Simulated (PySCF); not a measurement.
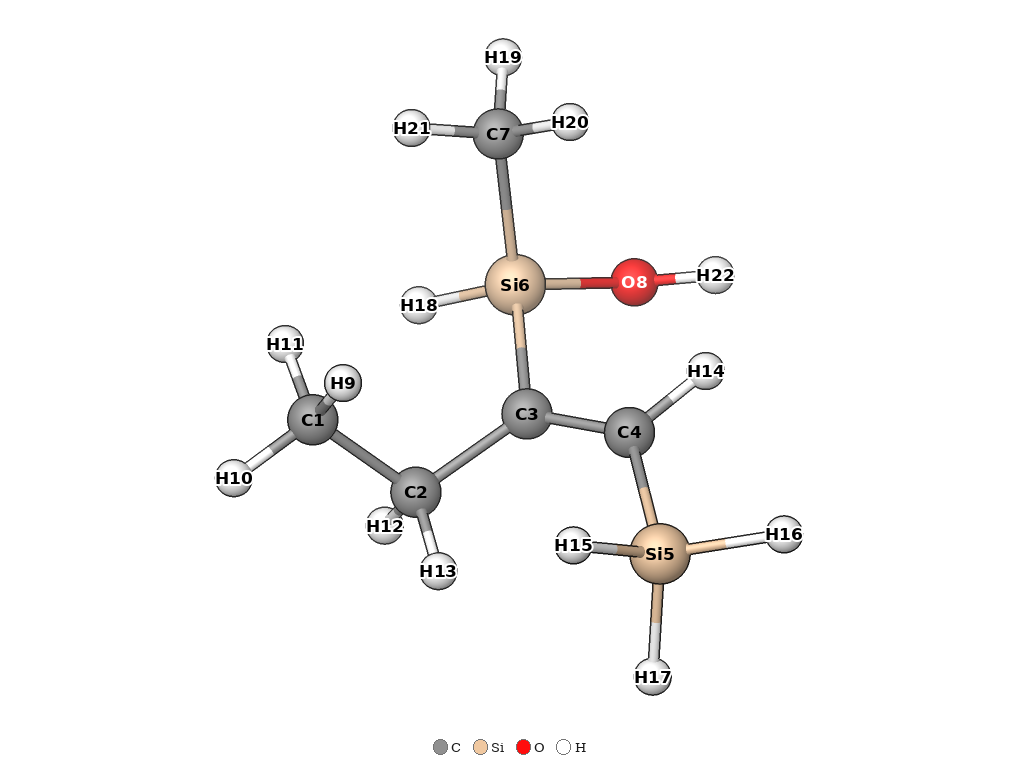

The geometry was computed by an optimisation with GFN2-xTB. No frequency run is at hand to confirm it as a minimum. Electric field gradients from the ground-state density, PBE0/pcSseg-1 (PySCF 2.14.0), non-relativistic apart from any core potentials.

Give the largest field-gradient component, the quadrupole coupling constant and the asymmetry for 17O at O8 (Q = −25.6 mb), 2H at H9 (Q = 2.86 mb), 2H at H10 (Q = 2.86 mb).

```
atom  V_zz (a.u.)  e²qQ/h (MHz)     η
  O8        1.518         −9.13  0.52
  H9        0.313         0.210  0.02
 H10        0.315         0.212  0.02
```

The geometry is semi-empirical. Around Si such bond lengths and angles can be off by a tenth of an ångström or more and by several degrees, and values that hang on the shape move with them.
